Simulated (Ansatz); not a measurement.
**Ba2GdSn2: relaxing a made-up structure**

Starting from a made-up structure for Ba2GdSn2, the aim is the relaxed cell, its shortest contacts and, where a second run follows, its electronic structure.

Program: Ansatz 0.2.0. Level of theory: DFT, PBE, plane-wave PAW, default files, scalar-relativistic, ferromagnetic start, cell and ions relaxed at zero pressure, in the first sound run; inputs show where later runs differ. Results are calculated unless marked as measured.

### 1. Starting point

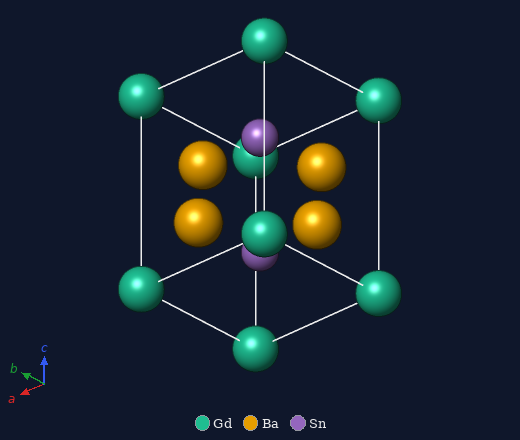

The starting structure, seen from a free direction (gadolinium teal, barium orange, tin purple). Some periodic images of atoms are drawn too.

### 2. Relaxing cell and atoms

The guessed cell has no reason to be at equilibrium. It is relaxed with the atoms, within the space group of the guess.

input.yaml

```yaml
crystal:
  lattice:
    - [5.236, 0.0, 0.0]
    - [0.0, 5.236, 0.0]
    - [0.0, 0.0, 6.87]
  atoms:
    - { symbol: Gd, position: [0.0, 0.0, 0.0], spin: 7.0 }
    - { symbol: Ba, position: [0.5, 0.0, 0.5] }
    - { symbol: Ba, position: [0.0, 0.5, 0.5] }
    - { symbol: Sn, position: [0.5, 0.5, 0.7975] }
    - { symbol: Sn, position: [0.5, 0.5, 0.2025] }
magnetization:
  spin_polarized: true
kpoints:
  mp_grid: { grid: [5, 5, 4] }
scf:
  occupations: { method: fermi_dirac, width: 0.05 }
hamiltonian:
  xc: pbe
  pseudopotentials: { kind: paw }
relax:
  f_tol: 0.015
  max_steps: 70
  cell: {}
output:
  forces: true
  stress: true
```

Command:

```
ansatz run input.yaml --threads 4 --pin off --max-ram 10240MiB --backend cpu --events-out ev --progress --plain --runs-dir out
```

Numbers of over 12 decimals in the logs are rounded to 6 here.

The program printed:

```text
Engine: ansatz 0.2.0, x86_64-unknown-linux-gnu
Pseudopotentials: kind: paw
Pseudopotential: Gd, paw, valence charge 18, recommended cutoff 420 eV (normal), Gd.paw.azcp
Pseudopotential: Ba, paw, valence charge 10, recommended cutoff 420 eV (normal), Ba.paw.azcp
Pseudopotential: Sn, paw, valence charge 14, recommended cutoff 420 eV (normal), Sn.paw.azcp
Functional definition: PBE
  parameter kappa = 0.804
  parameter beta = 0.066725
  exchange = pbe_x(kappa = kappa, mu = beta*pi^2/3)
  correlation = pbe_c(beta = beta)
Crystal: 5 atoms, lattice volume = 188.346 Å³
Basis set: ecut = 420 eV, 3703 PW (Γ), exchange–correlation on 72×72×96 points (8 copies of the dense FFT grid, shifted against one another)
Bands: 44, of which v1, the nominal top of the filled ones, is band 33 counted from 1 (32 counted from 0)
Symmetry: 16 space group operations
Space group: P4/mmm (ITA 123), of the structure as read, at distance tolerance 5.7e-5 Å
Magnetic group: BNS 123.339 (UNI 999), of the structure as read, at distance tolerance 5.7e-5 Å
k-points: 18 of 100
Non-local potential: Gd, projectors of the file, l = 0: 3, l = 1: 2, l = 2: 2, l = 3: 3
Non-local potential: Ba, projectors of the file, l = 0: 3, l = 1: 2, l = 2: 2, l = 3: 2
Non-local potential: Sn, projectors of the file, l = 0: 2, l = 1: 2, l = 2: 2, l = 3: 2
PAW form: soft (Blöchl's): semilocal exchange-correlation on the pseudo side does not see the compensation charge
PAW one-centre angular grid: Gd, 590 points (default); XC on 64 Gauss nodes
PAW one-centre angular grid: Ba, 194 points (default); XC on 64 Gauss nodes
PAW one-centre angular grid: Sn, 590 points (default); XC on 64 Gauss nodes
Initial density: superposition of atomic densities (chi_scale 0.1, normalization cell, long waves kept (reshape's long-wave potential 0.03 eV rms))
Starting moments: Σ|m| = 7 μB on 1 of 5 sites
Initial wavefunctions: pseudopotential atomic-orbital guess
Functional: x = pbe(κ = 0.804, μ = 0.219515), c = pbe(β = 0.066725)
SCF iter   1: F=—  HF=-33285.741051 eV  |F-HF|=—  |Δ(HF+E_count)|=         —  Δρ=2.53e-2 (↑2.53e-2 ↓2.53e-2)  dr2=3.05e1  dr2_m=1.40e-1  M=6.998 μB ∫|m|=7.004 μB  β_m=0.30  ethr=3.10e-3  ⟨swp⟩=12.1  Hψ=8331  notcnv=0
Mixer restart at iter 1: flushing history
preconditioner: auto → Kerker (q_TF=auto, 2.291 Å⁻¹)  [metal: Δε(μ)=0.008 eV  Ē_g=12.684 eV  σ=0.050 eV  W_gap=0.04  n_scr=36 (ndim 8)  ℏωp=20.4 eV  f_vac=0.000  D(μ)=9.51/eV (n_scr^D=98)]
spin=Collinear: Kerker preconditioning applied to the charge; magnetization (m = ρ↑ − ρ↓) channel mixes plain (no charge-response kernel on spin).
SCF iter   2: F=—  HF=-33283.195767 eV  |F-HF|=—  |Δ(HF+E_count)|=    2.55e0  Δρ=1.84e-2 (↑1.80e-2 ↓1.84e-2)  dr2=1.63e1  dr2_m=7.97e-2  M=7.051 μB ∫|m|=7.056 μB  β_m=0.65  ethr=3.10e-3  ⟨swp⟩=4.5  Hψ=3226  notcnv=0  defer=13
SCF iter   3: F=—  HF=-33280.543630 eV  |F-HF|=—  |Δ(HF+E_count)|=    2.65e0  Δρ=3.70e-3 (↑3.61e-3 ↓3.70e-3)  dr2=4.28e-1  dr2_m=4.15e-3  M=7.344 μB ∫|m|=7.380 μB  β_m=0.73  ethr=3.10e-3  ⟨swp⟩=6.4  Hψ=5386  notcnv=0  defer=19
SCF iter   4: F=—  HF=-33280.497024 eV  |F-HF|=—  |Δ(HF+E_count)|=   4.66e-2  Δρ=2.09e-3 (↑2.09e-3 ↓1.65e-3)  dr2=3.56e-2  dr2_m=2.44e-3  M=7.512 μB ∫|m|=7.590 μB  β_m=0.84  ethr=6.48e-4  ⟨swp⟩=4.4  Hψ=2947  notcnv=0  defer=19
SCF iter   5: F=—  HF=-33280.505636 eV  |F-HF|=—  |Δ(HF+E_count)|=   8.61e-3  Δρ=2.32e-3 (↑1.44e-3 ↓2.32e-3)  dr2=3.30e-2  dr2_m=6.75e-4  M=7.561 μB ∫|m|=7.674 μB  β_m=0.72  ethr=5.39e-5  ⟨swp⟩=3.5  Hψ=3391  notcnv=0  defer=20
SCF iter   6: F=—  HF=-33280.505546 eV  |F-HF|=—  |Δ(HF+E_count)|=   9.04e-5  Δρ=7.59e-4 (↑3.90e-4 ↓7.59e-4)  dr2=2.42e-3  dr2_m=3.34e-4  M=7.576 μB ∫|m|=7.711 μB  β_m=0.86  ethr=5.00e-5  ⟨swp⟩=3.1  Hψ=3535  notcnv=0  defer=18
SCF iter   7: F=—  HF=-33280.506345 eV  |F-HF|=—  |Δ(HF+E_count)|=   7.99e-4  Δρ=2.05e-4 (↑2.05e-4 ↓1.86e-4)  dr2=4.64e-4  dr2_m=3.33e-5  M=7.571 μB ∫|m|=7.723 μB  β_m=0.93  ethr=3.67e-6  ⟨swp⟩=2.7  Hψ=2982  notcnv=0  defer=18
SCF iter   8: F=—  HF=-33280.506420 eV  |F-HF|=—  |Δ(HF+E_count)|=   7.58e-5  Δρ=6.33e-5 (↑6.20e-5 ↓6.33e-5)  dr2=3.97e-5  dr2_m=2.25e-6  M=7.568 μB ∫|m|=7.718 μB  β_m=0.97  ethr=7.04e-7  ⟨swp⟩=2.0  Hψ=2838  notcnv=0  defer=18
SCF iter   9: F=—  HF=-33280.506474 eV  |F-HF|=—  |Δ(HF+E_count)|=   5.35e-5  Δρ=2.58e-5 (↑1.65e-5 ↓2.58e-5)  dr2=3.39e-6  dr2_m=2.52e-7  M=7.567 μB ∫|m|=7.716 μB  β_m=0.98  ethr=6.02e-8  ⟨swp⟩=2.8  Hψ=2853  notcnv=0  defer=18
SCF iter  10: F=—  HF=-33280.506477 eV  |F-HF|=—  |Δ(HF+E_count)|=   2.66e-6  Δρ=1.08e-5 (↑7.33e-6 ↓1.08e-5)  dr2=7.75e-7  dr2_m=3.75e-8  M=7.566 μB ∫|m|=7.715 μB  β_m=0.99  ethr=5.14e-9  ⟨swp⟩=2.1  Hψ=2923  notcnv=0  defer=18
SCF iter  11: F=—  HF=-33280.506477 eV  |F-HF|=—  |Δ(HF+E_count)|=   9.88e-8  Δρ=3.77e-6 (↑3.33e-6 ↓3.77e-6)  dr2=1.02e-7  dr2_m=7.86e-9  M=7.566 μB ∫|m|=7.715 μB  β_m=1.00  ethr=1.17e-9  ⟨swp⟩=2.1  Hψ=2848  notcnv=0  defer=18
SCF iter  12: F=—  HF=-33280.506477 eV  |F-HF|=—  |Δ(HF+E_count)|=   3.50e-8  Δρ=1.18e-6 (↑8.13e-7 ↓1.18e-6)  dr2=7.10e-9  dr2_m=7.24e-10  M=7.566 μB ∫|m|=7.715 μB  β_m=1.00  ethr=1.55e-10  ⟨swp⟩=2.0  Hψ=2741  notcnv=0  defer=18
SCF iter  13: F=-33280.506477 eV  HF=-33280.506477 eV  |F-HF|=1.18e-8  |Δ(HF+E_count)|=   1.09e-8  Δρ=2.25e-6 (↑1.85e-7 ↓2.25e-6)  dr2=1.21e-8  dr2_m=2.25e-9  M=7.566 μB ∫|m|=7.715 μB  ethr=1.08e-11  ⟨swp⟩=2.4  Hψ=5828  notcnv=0
SCF 1 converged in 13 iterations: F = -33280.506477 eV  dr2 = 1.21e-8
  greatest PAW one-centre occupation: 0.999 electrons in one spin orbital (limit 2), on the Gd atom at site 0 (counted from 0), in its partial waves of l = 0
relax step   1: F+E_penalty+E_count = -33280.50647674 eV  Δ(F+E_penalty+E_count) = +0.000e0 eV  max|allowed force component| = 1.060e0 eV/Å  Δτ_max = 0.0000 Å  P = +2.505 GPa  Ω = 188.346 Å³  (13 SCF iters, dr2 threshold 1.00e-7 eV, accepted)
Crystal: 5 atoms, lattice volume = 196.636 Å³
Basis set: ecut = 420 eV, 3825 PW (Γ), exchange–correlation on 72×72×96 points (8 copies of the dense FFT grid, shifted against one another)
Initial density: handed on by an earlier stage of this run
Starting moments: Σ|m| = 7 μB on 1 of 5 sites; this step starts from the density that it was given
Initial wavefunctions: those handed on with the density
iter 1 solved again at ethr=1.40e-4 eV; its pass at ethr=3.10e-3 eV (dr2=9.21e-2 eV) is discarded
SCF iter   1: F=—  HF=-33280.858142 eV  |F-HF|=—  |Δ(HF+E_count)|=         —  Δρ=5.74e-3 (↑4.95e-3 ↓5.74e-3)  dr2=9.25e-2  dr2_m=4.02e-2  M=7.543 μB ∫|m|=7.693 μB  β_m=0.30  ethr=1.40e-4  ⟨swp⟩=2.2  Hψ=10359  notcnv=0
[...]
SCF iter  10: F=-33281.020001 eV  HF=-33281.020001 eV  |F-HF|=1.62e-7  |Δ(HF+E_count)|=   8.83e-9  Δρ=8.16e-6 (↑5.62e-7 ↓8.16e-6)  dr2=1.61e-7  dr2_m=3.06e-8  M=7.476 μB ∫|m|=7.646 μB  ethr=7.28e-11  ⟨swp⟩=3.1  Hψ=6629  notcnv=0
SCF 3 converged in 10 iterations: F = -33281.020001 eV  dr2 = 1.61e-7
relax step   3: F+E_penalty+E_count = -33281.02000052 eV  Δ(F+E_penalty+E_count) = -1.624e-1 eV  max|allowed force component| = 1.295e-1 eV/Å  Δτ_max = 0.0256 Å  P = -0.600 GPa  Ω = 195.507 Å³  energy of the carried Pulay correction = -6.290e-4 eV  (10 SCF iters, dr2 threshold 5.00e-7 eV, accepted)
[...]
relax step   4: F+E_penalty+E_count = -33281.07287837 eV  Δ(F+E_penalty+E_count) = -5.288e-2 eV  max|allowed force component| = 1.268e-1 eV/Å  Δτ_max = 0.0254 Å  P = -0.293 GPa  Ω = 186.716 Å³  energy of the carried Pulay correction = +1.465e-4 eV  (11 SCF iters, dr2 threshold 5.00e-7 eV, accepted)
[...]
relax step   5: F+E_penalty+E_count = -33281.07595029 eV  Δ(F+E_penalty+E_count) = -3.072e-3 eV  max|allowed force component| = 2.184e-2 eV/Å  Δτ_max = 0.0084 Å  P = -0.057 GPa  Ω = 184.839 Å³  energy of the carried Pulay correction = +3.168e-4 eV  (8 SCF iters, dr2 threshold 5.00e-7 eV, accepted)
[...]
relax step   6: F+E_penalty+E_count = -33281.07607020 eV  Δ(F+E_penalty+E_count) = -1.199e-4 eV  max|allowed force component| = 1.079e-3 eV/Å  Δτ_max = 0.0007 Å  P = -0.002 GPa  Ω = 184.615 Å³  energy of the carried Pulay correction = +3.373e-4 eV  (7 SCF iters, dr2 threshold 4.28e-8 eV, accepted)
[...]
relax step   7: F+E_penalty+E_count = -33281.07824460 eV  Δ(F+E_penalty+E_count) = -2.174e-3 eV  max|allowed force component| = 2.091e-3 eV/Å  Δτ_max = 0.0000 Å  P = +0.018 GPa  Ω = 184.615 Å³  stress off target by 5.76e-2 GPa  SCF on the basis re-selected at this cell (its energy is not comparable with the rows above)  (9 SCF iters)
[...]
relax step   8: F+E_penalty+E_count = -33281.07828198 eV  Δ(F+E_penalty+E_count) = -3.738e-5 eV  max|allowed force component| = 3.685e-4 eV/Å  Δτ_max = 0.0009 Å  P = +0.001 GPa  Ω = 184.556 Å³  energy of the carried Pulay correction = +2.714e-6 eV  (7 SCF iters, dr2 threshold 8.28e-9 eV, accepted)
iter 1 solved again at ethr=1.35e-6 eV; its pass at ethr=3.10e-3 eV (dr2=8.89e-4 eV) is discarded
SCF iter   1: F=—  HF=-33281.078197 eV  |F-HF|=—  |Δ(HF+E_count)|=         —  Δρ=1.24e-6 (↑1.24e-6 ↓1.15e-6)  dr2=6.92e-9  dr2_m=5.32e-10  M=7.381 μB ∫|m|=7.578 μB  β_m=0.65  ethr=1.35e-6  ⟨swp⟩=3.0  Hψ=11775  notcnv=0
eigensolver tolerance schedule: the retry pair's looser diagonalisation over-reported the residual by 128411.78 of it (diagonalisation noise at an unbounded share of the residual, at the tolerance the schedule requests for it); recorded, not acted on — ethr = c·dr2/N_el stays at c = 1.0e-1
preconditioner: auto → Kerker (q_TF=auto, 2.299 Å⁻¹)  [metal: Δε(μ)=0.017 eV  Ē_g=8.269 eV  σ=0.050 eV  W_gap=0.08  n_scr=36 (ndim 8)  ℏωp=15.9 eV  f_vac=0.000  D(μ)=4.53/eV (n_scr^D=36)]
spin=Collinear: Kerker preconditioning applied to the charge; magnetization (m = ρ↑ − ρ↓) channel mixes plain (no charge-response kernel on spin).
SCF iter   2: F=—  HF=-33281.078276 eV  |F-HF|=—  |Δ(HF+E_count)|=   7.84e-5  Δρ=7.40e-7 (↑7.40e-7 ↓6.59e-7)  dr2=2.96e-9  dr2_m=1.14e-10  M=7.381 μB ∫|m|=7.578 μB  β_m=0.36  ethr=1.05e-11  ⟨swp⟩=4.5  Hψ=5584  notcnv=0
SCF iter   3: F=—  HF=-33281.078276 eV  |F-HF|=—  |Δ(HF+E_count)|=  5.46e-10  Δρ=4.76e-7 (↑4.70e-7 ↓4.76e-7)  dr2=1.13e-9  dr2_m=6.03e-11  M=7.381 μB ∫|m|=7.578 μB  β_m=0.68  ethr=4.48e-12  ⟨swp⟩=2.2  Hψ=2333  notcnv=0
SCF iter   4: F=—  HF=-33281.078276 eV  |F-HF|=—  |Δ(HF+E_count)|=  6.98e-10  Δρ=2.18e-7 (↑2.14e-7 ↓2.18e-7)  dr2=2.52e-10  dr2_m=9.99e-12  M=7.381 μB ∫|m|=7.578 μB  β_m=0.74  ethr=1.71e-12  ⟨swp⟩=2.7  Hψ=2555  notcnv=0
SCF iter   5: F=—  HF=-33281.078276 eV  |F-HF|=—  |Δ(HF+E_count)|=  1.89e-10  Δρ=7.57e-8 (↑5.99e-8 ↓7.57e-8)  dr2=1.96e-11  dr2_m=3.75e-12  M=7.381 μB ∫|m|=7.578 μB  β_m=0.87  ethr=1.00e-12  ⟨swp⟩=2.1  Hψ=2302  notcnv=0
SCF iter   6: F=—  HF=-33281.078276 eV  |F-HF|=—  |Δ(HF+E_count)|=  1.46e-11  Δρ=5.14e-8 (↑4.76e-8 ↓5.14e-8)  dr2=1.18e-11  dr2_m=1.63e-12  M=7.381 μB ∫|m|=7.578 μB  β_m=0.94  ethr=1.00e-12  ⟨swp⟩=1.2  Hψ=1592  notcnv=0
SCF iter   7: F=-33281.078276 eV  HF=-33281.078276 eV  |F-HF|=1.46e-11  |Δ(HF+E_count)|=  7.28e-12  Δρ=6.74e-8 (↑2.13e-8 ↓6.74e-8)  dr2=9.74e-12  dr2_m=2.28e-12  M=7.381 μB ∫|m|=7.578 μB  ethr=1.00e-12  ⟨swp⟩=3.3  Hψ=5661  notcnv=0
SCF 9 converged in 7 iterations: F = -33281.078276 eV  dr2 = 9.74e-12
relax step   9: F+E_penalty+E_count = -33281.07827555 eV  Δ(F+E_penalty+E_count) = +6.431e-6 eV  max|allowed force component| = 3.561e-4 eV/Å  Δτ_max = 0.0000 Å  P = +0.001 GPa  Ω = 184.556 Å³  stress off target by 1.33e-3 GPa  SCF on the basis re-selected at this cell (its energy is not comparable with the rows above)  (7 SCF iters)
basis re-selected at this cell: Δ(F+E_penalty+E_count) = +6.431e-6 eV, ΔP = -0.000 GPa vs the last step (what re-selecting the basis moved, of the pressure what is left beyond the Pulay correction that the steps carried, after the strain that the cell walked since its last selection, with what the two solves' SCF thresholds leave and, on support functions, any second-order correction that the steps lacked; it is no m [...]
SCF converged after 7 iterations
Magnetization: 7.3811 μB (36.6906 up, 29.3094 down)
Absolute magnetization: 7.5800 μB (∫|ρ↑−ρ↓|, with the PAW one-centre terms)
Spin contamination: 0.0806 ħ² per cell (⟨S²⟩ above its minimum at these occupations)
Per-site moments (μB) at R_I (Å): [(7.015954, 1.536815), (0.040867, 1.426932), (0.040867, 1.426932), (-0.020652, 1.141341), (-0.020652, 1.141341)]
Free energy (F): -33281.078276 eV
Harris-Foulkes:  -33281.078276 eV  (|F-HF|=1.46e-11)
Internal energy: -33281.034536 eV  (E = F + TS)
E sigma→0 (E₀):  -33281.056406 eV
Entropy (-TS):   -0.043739 eV (-8.748 meV/atom)
Fermi energy:    9.302486 eV
--- Per-component energies (eV) ---
  E_band       = -373.355904
  E_kinetic    = 1107.623057
  E_local      = -5341.044619  (includes V_loc(G=0)·N_el)
  E_nonlocal   = 349.528965
  E_hartree    = 2559.298476
  E_xc         = -1330.666032
  E_vxc        = -711.876363  (∫ρ·V_xc dr)
  E_paw        = -25181.206579  (= ΣΔE_a)
  E_vpaw       = -896.184112  (= ΣTr[D̂ρ^β])
  E_aug_tail   = -0.000004  (compensation charges beyond the density's cutoff)
  E_ewald      = -5444.567799
  E_smearing   = -0.043739  (= −TS)
  E_closure    = 0.000000  (closes the sum)
  Σ components = -33281.078276   (vs F -33281.078276, Δ=0.00e0)
--- Forces (eV/Å), atoms counted from 1 ---
  atom   1  Gd     0.00000000    -0.00000000     0.00000000
  atom   2  Ba     0.00000000     0.00000000     0.00000000
  atom   3  Ba     0.00000000     0.00000000     0.00000000
  atom   4  Sn     0.00000000     0.00000000    -0.00035613
  atom   5  Sn     0.00000000     0.00000000     0.00035613
  max |Σ_I F_I| component: 5.52e-30 eV/Å
--- Stress (GPa, compression-positive) ---
        0.001212       0.000000       0.000000
        0.000000       0.001212       0.000000
        0.000000       0.000000       0.001326
  P = ⅓ Tr σ = 0.0012 GPa (0.012 kbar)
--- Relaxed structure (7 steps of the walk, 7 accepted, 2 SCFs on fresh bases) ---
  F+E_penalty+E_count = -33281.07827555 eV   max|allowed force component| = 3.561e-4 eV/Å   (the final SCF, on the basis selected at the relaxed cell)
  cell:  # Å, volume = 184.5561 Å³
    - [4.892089, 0, 0.0]
    - [0, 4.892089, 0.0]
    - [0.0, 0.0, 7.711514]
  atoms:
    - { symbol: Gd, position: [0, 0, 0] }
    - { symbol: Ba, position: [0.5, 0, 0.5] }
    - { symbol: Ba, position: [0, 0.5, 0.5] }
    - { symbol: Sn, position: [0.5, 0.5, 0.820600] }
    - { symbol: Sn, position: [0.5, 0.5, 0.179400] }
```

Run time: 36 s. Hardware: 4 threads of Intel Xeon 6975P-C (Granite Rapids), shared host; peak memory 0.78 GiB.

The steps of the relaxation:

```
step  energy less that of the first step (eV)  largest force component (eV/Å)  pressure (GPa)  volume (Å³)
   1                                   0.0000                          1.0599            2.50       188.35
   2                                  -0.3511                          0.3916            0.41       196.64
   3                                  -0.5135                          0.1295           -0.60       195.51
   4                                  -0.5664                          0.1268           -0.29       186.72
   5                                  -0.5695                          0.0218           -0.06       184.84
   6                                  -0.5696                          0.0011            0.00       184.61
  7*                                  -0.5718                          0.0021            0.02       184.61
   8                                  -0.5718                          0.0004            0.00       184.56
  9*                                  -0.5718                          0.0004            0.00       184.56
```

Relaxation steps marked * repeat the geometry before them on a plane-wave basis chosen anew for their cell, so energy and pressure can jump there.

The run keeps the 16 symmetry operations that it works with, so distortions that break them were not tested.

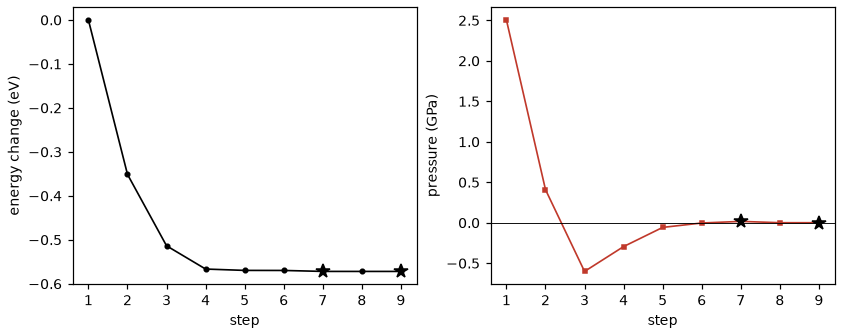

Energy and pressure along the relaxation. Stars mark steps on a basis chosen anew.

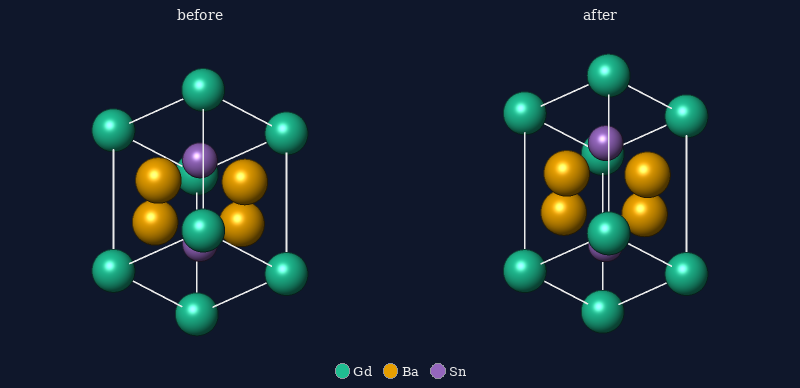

Before and after, at one scale.

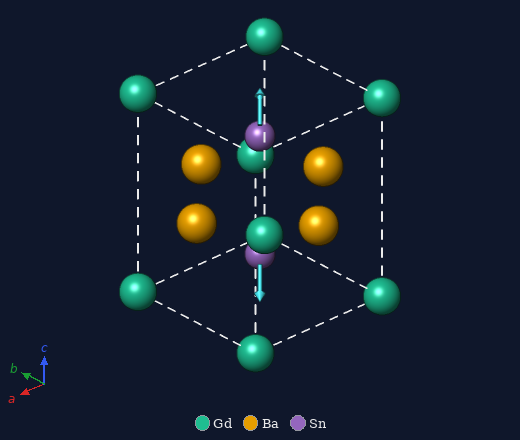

Displacements in the relaxation, exaggerated, measured against the changing cell; the longest in the cell stands for 0.18 Å. Some periodic images of atoms are drawn too.

```
     cell as run  before  after   change
           a (Å)   5.236  4.892   -6.6 %
           b (Å)   5.236  4.892   -6.6 %
           c (Å)   6.870  7.712  +12.2 %
volume (Å³/atom)   37.67  36.91   -2.0 %
```

The atoms that moved most (Å, as changes of fractional coordinates times the final cell):

```
atom     dx     dy      dz  length
 Sn4  0.000  0.000   0.178   0.178
 Sn5  0.000  0.000  -0.178   0.178
```

Final coordinates:

```xyz
5
Lattice="4.8921 0.0000 0.0000 0.0000 4.8921 0.0000 0.0000 0.0000 7.7115" Properties=species:S:1:pos:R:3 pbc="T T T"
Gd    0.0000    0.0000    0.0000
Ba    2.4460    0.0000    3.8558
Ba    0.0000    2.4460    3.8558
Sn    2.4460    2.4460    6.3281
Sn    2.4460    2.4460    1.3834
```

Numbers from this step:

```
free energy             : -33281.0783 eV
energy at zero smearing : -33281.0564 eV
smearing term TS        : 0.04374 eV
Fermi energy            : 9.302 eV
magnetization           : 7.381 μB
absolute magnetization  : 7.580 μB
site moments            : 7.016, 0.04087, 0.04087, -0.02065, -0.02065 μB
electrons               : 66
symmetry operations     : 16
pressure                : 0.001250 GPa
```

Site moment by atom:

```
atom  site moment (μB)
 Gd1              7.02
 Ba2              0.04
 Ba3              0.04
 Sn4             -0.02
 Sn5             -0.02
```

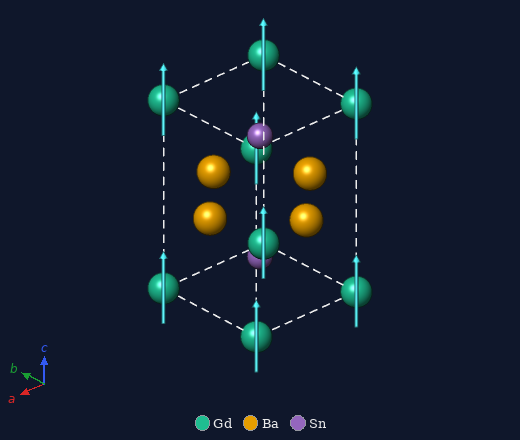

Site moment as arrows, the longest 7.02 μB. Up and down stand for the sign. Arrows give size and sign along the axis of quantisation, drawn up and down the page. Some periodic images of atoms are drawn too.

The shortest distance of each pair, which need not be the same contact before and after:

```
 pair  guess (Å)  relaxed (Å)
Sn–Sn      2.782        2.767
Ba–Ba      3.702        3.459
Ba–Sn      3.321        3.478
Gd–Sn      3.955        3.726
Ba–Gd      4.319        4.566
```

The relaxation ends with a largest force component of 3.6e-4 eV/Å and a pressure of 0.00 GPa.

[end of part 1 of 2]

[Logs are printed without paths, hosts, clocks, repeated set-up lines and the standing remarks that a program may print on its own settings, such as how far it seeks lower states.]

[Hosts, paths, dates, database ids (printed as entryN), source tags and the programs' standing remarks are cut or masked in the printed files.]
